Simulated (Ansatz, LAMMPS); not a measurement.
**Structural relaxation of amorphous 65GeO2-35La2O3 (mol %) (96 atoms)**

Aim: bring amorphous 65GeO2-35La2O3 (mol %) (96 atoms) to a nearby minimum of the energy and see what moves.

Calculated with Ansatz 0.2.0; Kohn-Sham DFT, PBE, PAW (set soft_2), plane waves.

## Step 1: Starting point

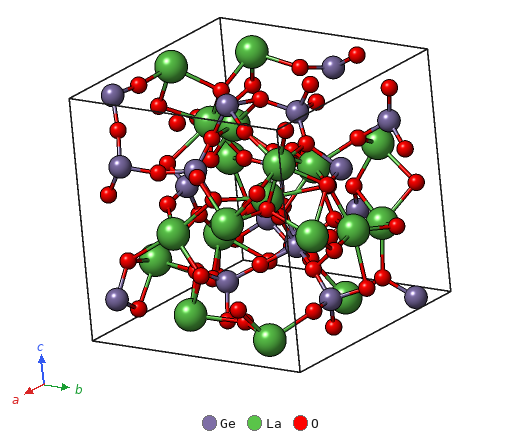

The starting structure, seen slightly off an axis (germanium purple, lanthanum green, oxygen red). Bonds to atoms that aren't drawn are left out. Some periodic images of atoms are drawn too.

The cell holds 96 atoms: 17 Ge, 18 La and 61 O. Its edges and angles: a = 11.594 Å, b = 11.594 Å, c = 11.594 Å, α = 90.0°, β = 90.0°, γ = 90.0°. 96 atoms (17 Ge, 18 Nd, 61 O) placed at random at 5.25 g/cm³, melted at 5000 K for 10 ps at fixed volume with the Morse and Coulomb pair potential with partial charges (Pedone, Malavasi, Menziani, Cormack and Segre, J. Phys. Chem. B 110, 11780 (2006)). Quenched from 5000 K to 300 K at 20 K/ps and fixed volume, held 10 ps at zero pressure, then minimised at fixed cell. Then Nd was replaced by La and the cell scaled by 1.016 (the potential has no terms for the new elements, so the cell is a start for a DFT relaxation).

What the set-up can't give: The quench rate of 20 K/ps is orders of magnitude faster than experiment, which tends to freeze in extra defects. The starting topology of bonds comes from the classical model. Only the Γ point is sampled, in a cell whose shortest periodic width is 12 Å. No spin–orbit coupling is included, so levels derived from the heavy atoms are approximate.

## Step 2: Single point at the start

The forces at the start show how far the geometry lies from a minimum of this functional.

Input file input.yaml:

```yaml
crystal:
  lattice:
    - [11.59409, 0.0, 0.0]
    - [0.0, 11.59409, 0.0]
    - [0.0, 0.0, 11.59409]
  atoms:
    - { symbol: Ge, position: [0.54096, 0.94011, 0.67935] }
    - { symbol: Ge, position: [0.56937, 0.84975, 0.1381] }
    - { symbol: Ge, position: [0.84146, 0.46032, 0.70917] }
    - { symbol: Ge, position: [0.00351, 0.58537, 0.28462] }
    [... 86 atom lines left out ...]
    - { symbol: O, position: [0.28202, 0.98455, 0.36153] }
    - { symbol: O, position: [0.80398, 0.76275, 0.57591] }
    - { symbol: O, position: [0.77795, 0.58392, 0.07993] }
    - { symbol: O, position: [0.02219, 0.89956, 0.44438] }
    - { symbol: O, position: [0.9621, 0.11727, 0.60498] }
    - { symbol: O, position: [0.18682, 0.76326, 0.66458] }
kpoints:
  mp_grid: { grid: [1, 1, 1] }
hamiltonian:
  xc: pbe
scf:
  occupations: { method: fixed }
output:
  forces: true
  stress: true
  populations: intrinsic
  dos:
    method: { smearing: { sigma: 0.15 } }
    de: 0.1
    projected: { site_lists: { Ge: [Ge], La: [La], O: [O] } }
  eigenvalues: true
```

On the command line:

```
$ ansatz run input.yaml --threads 4 --pin off --max-ram 8192MiB --backend cpu --events-out ev --progress --plain --runs-dir out
```

Run time: 33 s. Hardware: 4 threads of Arm Neoverse V2, shared host; peak memory 2.4 GiB.

Read from the output:

* free energy: -220210.9896 eV
* free energy per atom: -2293.8645 eV/atom
* SCF cycles: 10
* pressure: 1.424 GPa
* r.m.s. force component: 0.6634 eV/Å
* longest force: 2.236 eV/Å
* Fermi energy: 6.783 eV
* gap (highest filled to lowest empty level): 2.641 eV

The r.m.s. force component of 0.66 eV/Å and the pressure of 1.4 GPa set the starting point.

Neighbours are counted within 3.19 Å (O-La), 2.27 Å (O-Ge).

Length of the force by element and coordination:

```
element  coordination  atoms  mean length of the force (eV/Å)  spread  least   most
     Ge           all     17                             1.05   0.552  0.240   2.24
     Ge             4     13                             1.04   0.482  0.240   1.76
     Ge             5      4                             1.09   0.733  0.419   2.24
     La           all     18                            0.987   0.433  0.312   2.04
     La             5      2                            0.658   0.347  0.312   1.01
     La             6      9                             1.07   0.488  0.405   2.04
     La             7      6                             1.01   0.335  0.550   1.39
     La             9      1                            0.798       0  0.798  0.798
      O           all     61                             1.08   0.415  0.226   1.83
      O             2     11                             1.12   0.437  0.414   1.77
      O             3     36                             1.12   0.362  0.501   1.83
      O             4     13                            0.901   0.476  0.226   1.65
      O             5      1                             1.56       0   1.56   1.56
```

## Step 3: Relaxation

With the cell held, the atoms are moved downhill towards a nearby minimum.

input.yaml, the sections that differ from step 2:

```yaml
output:
  forces: true
relax:
  f_tol: 0.05
  max_steps: 200
# crystal, kpoints, hamiltonian, scf: as in step 2
```

Elapsed: 11 min, on 4 threads; peak memory 2.3 GiB.

Relaxation path (22 of 41):

```
step  energy less that of the first step (eV)  largest force component (eV/Å)
   1                                   0.0000                          1.8127
   3                                  -3.5050                          0.6734
   5                                  -4.5468                          0.3226
   7                                  -4.8099                          0.1901
   9                                  -4.9010                          0.2708
  11                                  -4.9467                          0.0879
  12                                  -4.9458                          0.1244
  14                                  -4.9554                          0.0876
  16                                  -4.9632                          0.0402
  18                                  -4.9680                          0.0623
  20                                  -4.4120                          2.7589
  22                                  -5.0224                          0.0978
  24                                  -5.0411                          0.2742
  26                                  -5.1304                          0.1394
  28                                  -5.2701                          0.2575
  30                                  -5.3924                          0.6094
  31                                  -5.5250                          0.2443
  33                                  -5.6370                          0.3418
  35                                  -5.8234                          0.2141
  37                                  -5.7631                          0.2920
  39                                  -5.8856                          0.0999
  41                                  -5.8956                          0.0423
```

Relaxation steps 10, 12, 20, 37 were tried and not accepted.

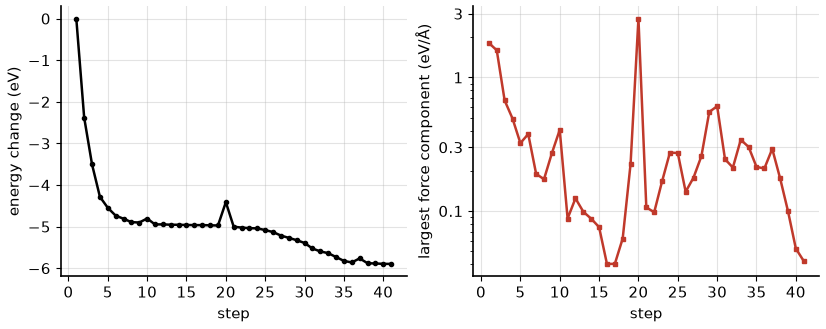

Energy and largest force along the relaxation.

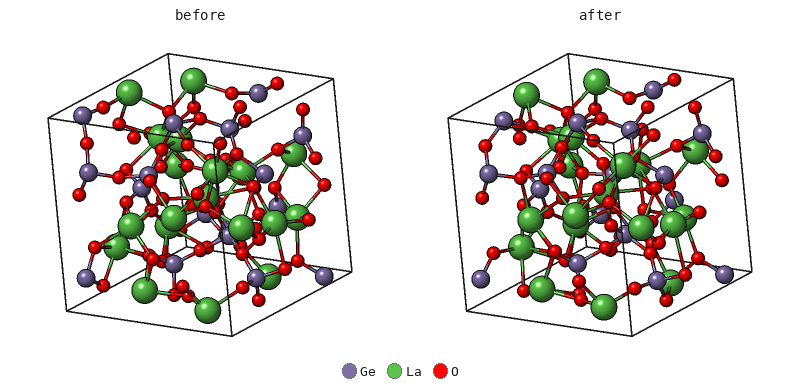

Before and after, at one scale. Bonds to atoms that aren't drawn are left out.

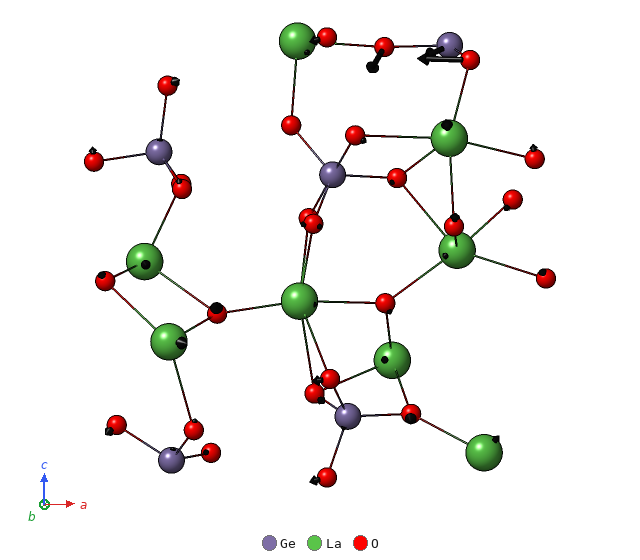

Displacements in the relaxation, scaled; the longest in the cell stands for 2.13 Å. Drawn is a slice 4 Å thick, seen along the normal of the ac plane. Bonds to atoms that aren't drawn are left out.

The atoms that moved most (Å):

```
atom      dx      dy      dz  length
 O46  -1.915   0.939  -0.014   2.133
 O72  -0.433   1.563  -1.077   1.947
 O70   1.232   0.556  -0.328   1.391
Ge13  -0.758   0.887  -0.454   1.252
 O85  -0.748   0.848  -0.453   1.218
 O59   0.431  -0.699   0.322   0.882
 O43   0.663  -0.508   0.113   0.842
 O51  -0.719   0.294  -0.107   0.784
```

The relaxation changed the energy by -61.4 meV/atom, and atoms moved by 0.54 Å r.m.s., 2.1 Å at most.

## Step 4: Structure statistics after relaxation

Bonds before and after, by the cutoffs listed below:

```csv
pair,bonds before,bonds after,mean before (Å),mean after (Å),spread before (Å),spread after (Å)
O-La,120,126,2.564,2.566,0.245,0.228
O-Ge,72,70,1.782,1.802,0.071,0.055
```

Density 5.02 g/cm³, 16.23 Å³ an atom.

g(r), total and by pair (bins of 0.2 Å):

```csv
r (Å),total,O-O,O-La,O-Ge,La-La,La-Ge,Ge-Ge
1.70,1.77,0.00,0.00,7.85,0.00,0.00,0.00
1.90,1.08,0.00,0.00,4.79,0.00,0.00,0.00
2.10,0.07,0.00,0.00,0.29,0.00,0.00,0.00
2.30,0.82,0.00,3.43,0.00,0.00,0.00,0.00
2.50,1.14,0.15,4.53,0.00,0.00,0.00,0.00
2.70,1.02,1.50,1.75,0.00,0.00,0.00,0.00
2.90,1.07,2.21,0.67,0.07,0.00,0.00,0.00
3.10,1.34,2.50,0.65,0.48,0.00,0.40,1.38
3.30,1.04,1.70,0.05,0.38,0.00,2.75,2.35
3.50,0.78,1.00,0.23,0.63,0.00,1.80,2.11
3.70,1.01,0.90,0.37,1.14,3.00,2.80,0.30
3.90,0.98,0.68,0.52,1.10,2.23,3.62,0.57
4.10,0.84,0.42,0.80,1.34,2.73,0.96,0.51
4.30,0.98,0.58,1.22,1.39,1.50,0.89,1.14
4.50,1.14,0.82,1.37,1.77,1.16,0.30,0.63
4.70,1.06,0.77,1.25,1.52,1.05,0.46,1.36
4.90,1.02,0.93,1.48,0.97,0.16,0.59,1.06
5.10,1.11,1.35,1.40,0.69,0.15,0.86,0.66
5.30,1.09,1.29,1.02,0.78,0.68,1.22,1.36
5.50,0.93,1.02,1.08,0.69,0.76,0.73,1.13
5.70,0.85,0.96,0.89,0.70,0.35,0.88,0.66
```

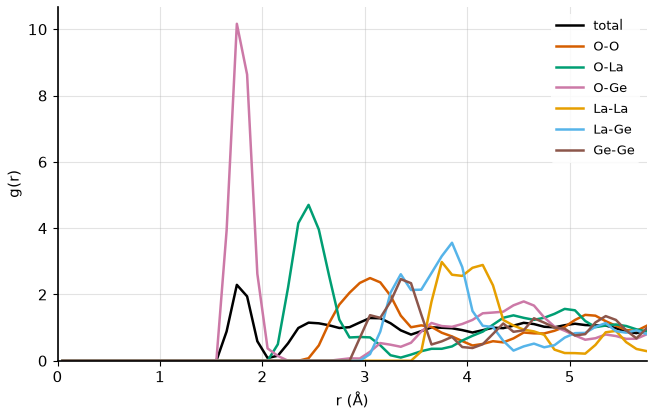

Pair distribution functions, lightly smoothed.

Bonds by pair of elements; cutoffs follow the first minimum of g(r), held within bounds set by covalent radii, and pairs that aren't listed don't count as bonded:

```
pair A-B  cutoff (Å)  bonds  mean length (Å)  spread (Å)  shortest (Å)  B about A  A about B
    O-La        3.33    126             2.57       0.228          2.23       2.07          7
    O-Ge        2.27     70             1.80       0.055          1.72       1.15       4.12
```

How many atoms have how many bonded neighbours:

| element | mean | 2 | 3 | 4 | 5 | 6 | 7 | 8 |
| --- | --- | --- | --- | --- | --- | --- | --- | --- |
| Ge | 4.12 | 0 | 0 | 15 | 2 | 0 | 0 | 0 |
| La | 7 | 0 | 0 | 0 | 0 | 4 | 10 | 4 |
| O | 3.21 | 5 | 38 | 18 | 0 | 0 | 0 | 0 |

Bond angles, per cent of each kind in bins of 5°:

| angle (°) | O-La-O | Ge-O-La | O-Ge-O | La-O-La | Ge-O-Ge |
| --- | --- | --- | --- | --- | --- |
| 45–50 | 0.3 | 0.0 | 0.0 | 0.0 | 0.0 |
| 50–55 | 0.5 | 0.0 | 0.0 | 0.0 | 0.0 |
| 55–60 | 2.9 | 0.0 | 0.0 | 0.0 | 0.0 |
| 60–65 | 4.5 | 0.0 | 0.0 | 0.0 | 0.0 |
| 65–70 | 6.0 | 0.0 | 0.0 | 0.0 | 0.0 |
| 70–75 | 10.0 | 0.0 | 0.0 | 0.0 | 0.0 |
| 75–80 | 7.6 | 0.0 | 0.0 | 0.0 | 0.0 |
| 80–85 | 11.0 | 1.6 | 2.7 | 4.5 | 0.0 |
| 85–90 | 5.8 | 4.1 | 3.6 | 4.5 | 0.0 |
| 90–95 | 5.2 | 11.4 | 3.6 | 11.2 | 0.0 |
| 95–100 | 4.7 | 13.0 | 13.6 | 10.1 | 0.0 |
| 100–105 | 2.9 | 8.9 | 14.5 | 19.1 | 0.0 |
| 105–110 | 1.8 | 8.1 | 16.4 | 15.7 | 0.0 |
| 110–115 | 2.1 | 5.7 | 16.4 | 4.5 | 13.3 |
| 115–120 | 3.9 | 8.1 | 18.2 | 7.9 | 6.7 |
| 120–125 | 3.9 | 9.8 | 5.5 | 2.2 | 6.7 |
| 125–130 | 3.4 | 5.7 | 2.7 | 3.4 | 20.0 |
| 130–135 | 4.5 | 7.3 | 0.0 | 9.0 | 6.7 |
| 135–140 | 4.5 | 6.5 | 0.9 | 3.4 | 20.0 |
| 140–145 | 4.2 | 2.4 | 0.0 | 2.2 | 13.3 |
| 145–150 | 3.4 | 1.6 | 0.0 | 0.0 | 13.3 |
| 150–155 | 3.1 | 1.6 | 0.0 | 1.1 | 0.0 |
| 155–160 | 1.3 | 1.6 | 0.0 | 1.1 | 0.0 |
| 160–165 | 0.8 | 1.6 | 0.0 | 0.0 | 0.0 |
| 165–170 | 0.5 | 0.0 | 0.0 | 0.0 | 0.0 |
| 170–175 | 1.1 | 0.8 | 0.9 | 0.0 | 0.0 |
| 175–180 | 0.3 | 0.0 | 0.9 | 0.0 | 0.0 |

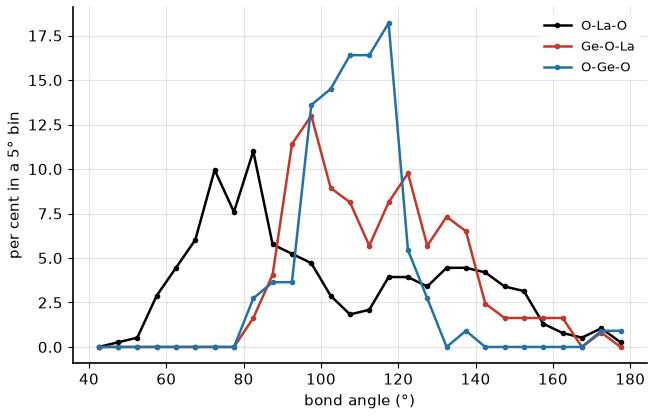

Distributions of the most common bond angles.

Bond angles (no mean is given where the spread exceeds 20°):

```csv
angle,count,mean (°),spread (°)
O-La-O,382,-,-
Ge-O-La,123,115,19.5
O-Ge-O,110,109,13.7
La-O-La,89,109,16.4
Ge-O-Ge,15,131,11.2
```

Oxygen atoms by the number of network formers (Si, P, Ge, B, Al, As, Ga) bound to them:

| network formers bound to O | O atoms | per cent |
| --- | --- | --- |
| 0 | 6 | 9.8 |
| 1 | 40 | 65.6 |
| 2 | 15 | 24.6 |

Network units: each former by its oxygen neighbours and how many of them bridge to another former:

```csv
former,O neighbours,bridging O,atoms
Ge,4,1,7
Ge,4,2,6
Ge,4,3,2
Ge,5,2,1
Ge,5,3,1
```

Bond length by coordination (bonds to H left out):

```
element  coordination  atoms  mean bond length (Å)
     Ge             4     15                  1.79
     Ge             5      2                  1.88
     La             6      4                  2.49
     La             7     10                  2.57
     La             8      4                  2.62
      O             2      5                  1.97
      O             3     38                  2.22
      O             4     18                  2.45
```

By these cutoffs 88 % of Ge atoms have 4, 56 % of La atoms have 7 and 62 % of O atoms have 3 bonded neighbours. Counting bonds to Ge alone, not to La, 25 % of the oxygens join two of these atoms and 66 % one; 10 % join none. The commonest Ge unit has 4 oxygens, 1 of them shared with other formers (7 of 17 atoms).

## Step 5: Single point at the relaxed geometry

One more single point at the end of the walk gives the fuller output and checks the residual forces.

Input file input.yaml:

```yaml
crystal:
  lattice:
    - [11.59409, 0.0, 0.0]
    - [0.0, 11.59409, 0.0]
    - [0.0, 0.0, 11.59409]
  atoms:
    - { symbol: Ge, position: [0.53871, 0.93807, 0.6726] }
    - { symbol: Ge, position: [0.56395, 0.84962, 0.12353] }
    - { symbol: Ge, position: [0.86281, 0.46916, 0.72983] }
    - { symbol: Ge, position: [0.99858, 0.56543, 0.31437] }
    [... 86 atom lines left out ...]
    - { symbol: O, position: [0.27536, 0.92665, 0.39025] }
    - { symbol: O, position: [0.80916, 0.79132, 0.60205] }
    - { symbol: O, position: [0.82191, 0.57092, 0.07328] }
    - { symbol: O, position: [0.012, 0.87935, 0.46223] }
    - { symbol: O, position: [0.94878, 0.12309, 0.58563] }
    - { symbol: O, position: [0.18054, 0.75456, 0.68126] }
kpoints:
  mp_grid: { grid: [1, 1, 1] }
hamiltonian:
  xc: pbe
scf:
  occupations: { method: fixed }
output:
  forces: true
  stress: true
  populations: true
  dos:
    method: { smearing: { sigma: 0.15 } }
    de: 0.1
    projected: { site_lists: { Ge: [Ge], La: [La], O: [O] } }
  eigenvalues: true
  write_density: true
  write_potential: true
  volumetric_format: npy
  elf: true
```

Wall time 36 s (4 threads); peak memory 2.4 GiB.

The run gave:

- free energy: -220216.8852 eV
- free energy per atom: -2293.9259 eV/atom
- SCF cycles: 10
- pressure: -1.058 GPa
- r.m.s. force component: 0.00865 eV/Å
- longest force: 0.04845 eV/Å
- Fermi energy: 6.25 eV
- gap (highest filled to lowest empty level): 3.076 eV
- spilling of the projection: 0.003894

Löwdin charges by element and coordination (they lack the spilled electrons, 0.033 e an atom on average):

| element | coordination | atoms | mean charge (e) | spread | least | most |
| --- | --- | --- | --- | --- | --- | --- |
| Ge | all | 17 | 1.47 | 0.0171 | 1.44 | 1.50 |
| Ge | 4 | 15 | 1.47 | 0.0177 | 1.44 | 1.50 |
| Ge | 5 | 2 | 1.46 | 0.003 | 1.45 | 1.46 |
| La | all | 18 | 1.08 | 0.0539 | 1.00 | 1.17 |
| La | 6 | 4 | 1.07 | 0.0492 | 1.01 | 1.13 |
| La | 7 | 10 | 1.09 | 0.0588 | 1.00 | 1.17 |
| La | 8 | 4 | 1.07 | 0.038 | 1.01 | 1.12 |
| O | all | 61 | -0.677 | 0.0445 | -0.746 | -0.541 |
| O | 2 | 5 | -0.693 | 0.0232 | -0.736 | -0.670 |
| O | 3 | 38 | -0.676 | 0.0457 | -0.746 | -0.541 |
| O | 4 | 18 | -0.675 | 0.0456 | -0.725 | -0.555 |

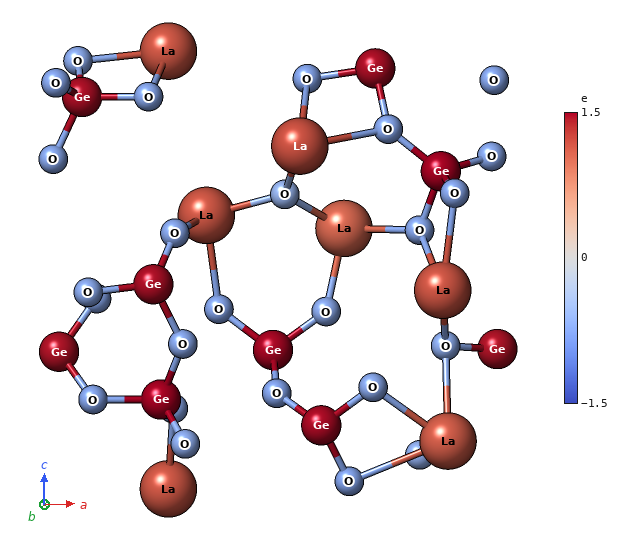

Atoms coloured by Löwdin charge. Drawn is a slice 5 Å thick, seen along the normal of the ac plane. Bonds to atoms that aren't drawn are left out.

States in the cell by windows of 1 eV, zero at the Fermi level; the larger projections on atomic orbitals stand beside the total:

| from (eV) | to (eV) | total | O p | La d | Ge p | O s | La p |
| --- | --- | --- | --- | --- | --- | --- | --- |
| -18 | -17 | 32.0 | 0.4 | 0.9 | 2.8 | 21.7 | 3.0 |
| -17 | -16 | 64.2 | 0.5 | 2.6 | 5.5 | 45.1 | 7.4 |
| -16 | -15 | 8.9 | 0.1 | 0.6 | 0.4 | 6.5 | 0.8 |
| -15 | -14 | 2.1 | 0.1 | 0.0 | 0.0 | 0.1 | 2.0 |
| -14 | -13 | 76.5 | 3.6 | 0.4 | 0.5 | 4.6 | 66.8 |
| -13 | -12 | 23.8 | 1.0 | 0.3 | 0.2 | 3.9 | 18.1 |
| -12 | -11 | 5.5 | 0.1 | 0.1 | 0.0 | 1.6 | 3.6 |
| -11 | -9 | 0.0 | 0.0 | 0.0 | 0.0 | 0.0 | 0.0 |
| -9 | -8 | 3.1 | 1.7 | 0.0 | 0.1 | 0.3 | 0.0 |
| -8 | -7 | 10.5 | 5.6 | 0.2 | 0.4 | 1.1 | 0.1 |
| -7 | -6 | 11.2 | 6.1 | 0.2 | 0.6 | 1.2 | 0.2 |
| -6 | -5 | 9.3 | 5.1 | 0.3 | 0.4 | 1.2 | 0.1 |
| -5 | -4 | 24.6 | 17.0 | 1.2 | 4.2 | 0.9 | 0.3 |
| -4 | -3 | 47.7 | 34.9 | 2.9 | 6.6 | 1.3 | 0.6 |
| -3 | -2 | 52.9 | 42.9 | 3.9 | 2.7 | 0.8 | 0.5 |
| -2 | -1 | 105.4 | 91.1 | 7.9 | 1.0 | 0.6 | 1.2 |
| -1 | 0 | 97.6 | 88.0 | 3.7 | 0.5 | 0.3 | 1.6 |
| 0 | 1 | 3.6 | 3.2 | 0.1 | 0.0 | 0.0 | 0.1 |
| 1 | 2 | 0.0 | 0.0 | 0.0 | 0.0 | 0.0 | 0.0 |
| 2 | 3 | 0.3 | 0.0 | 0.0 | 0.0 | 0.1 | 0.0 |
| 3 | 4 | 5.1 | 1.0 | 0.4 | 0.3 | 0.7 | 0.0 |

With fixed occupations the program's Fermi level is the highest filled level; weight inside the gap is the broadening of levels at its edges.

Between -26 and -18 eV lie 187 more states.

The stored curve holds about 766 of the 802 electrons; the rest, give or take the few that broadening carries across the Fermi level, lie in deeper levels below its range.

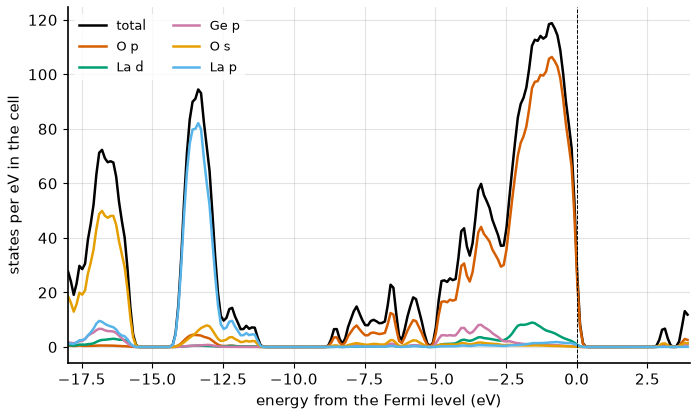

Total and projected density of states, with the broadening of the input.

The levels nearest the highest filled one (over half full), pooled over k-points and spins:

| level less the highest filled one (eV) | occupation |
| --- | --- |
| -0.162 | 2 |
| -0.153 | 2 |
| -0.104 | 2 |
| -0.103 | 2 |
| -0.083 | 2 |
| 0 | 2 |
| 3.08 | 0 |
| 3.81 | 0 |
| 3.89 | 0 |
| 4.20 | 0 |
| 4.24 | 0 |
| 4.27 | 0 |

Mean Löwdin charges: Ge +1.47, La +1.08, O -0.68 e (they miss 0.39 % of the electrons, so they add up to more than the cell's charge).

## Step 6: Results

```yaml
energy_change_in_the_relaxation: -61.41 meV/atom
r_m_s_displacement: 0.541 Å
largest_displacement: 2.133 Å
free_energy_per_atom: -2293.9259 eV/atom
pressure: -1.058 GPa
r_m_s_force_component: 0.00865 eV/Å
spacing_of_highest_filled_and_lowest_empty_level: 3.076 eV
wall_time_of_the_3_dft_runs: 12 min
```

What this shows: Relaxation lowers the energy by 61.4 meV/atom and moves atoms by 0.54 Å r.m.s.; the r.m.s. force component goes from 0.66 to 0.0086 eV/Å, the pressure goes from 1.4 to -1.1 GPa, and the gap from 2.64 to 3.08 eV. By the final cutoffs 10 of 192 bonded pairs parted and 14 joined. First to last step the energy falls by 5.896 eV; the largest move, 2.13 Å, is that of O46. The O-Ge bonds change most in mean length: from 1.782 Å (spread 0.071) to 1.802 Å (spread 0.055), and their number from 72 to 70. Counting bonds as in the table, 88 % of Ge atoms have 4, 56 % of La atoms have 7 and 62 % of O atoms have 3 bonded neighbours. Counting bonds to Ge alone, not to La, 25 % of the oxygens join two of these atoms and 66 % one; 10 % join none. Between filled and empty levels lie 3.08 eV (at Γ alone); a semilocal functional tends to put such gaps too low. In a disordered cell it changes from sample to sample, and tail or defect levels can set it.

**Limits.** The starting topology of bonds comes from the classical model; in DFT 10 of its 192 bonded pairs passed out of the cutoffs and 14 came within them.

[Logs are printed without paths, hosts, clocks, repeated set-up lines and the standing remarks that a program may print on its own settings, such as how far it seeks lower states.]

[Hosts, paths, dates, database ids (printed as entryN), source tags and the programs' standing remarks are cut or masked in the printed files.]
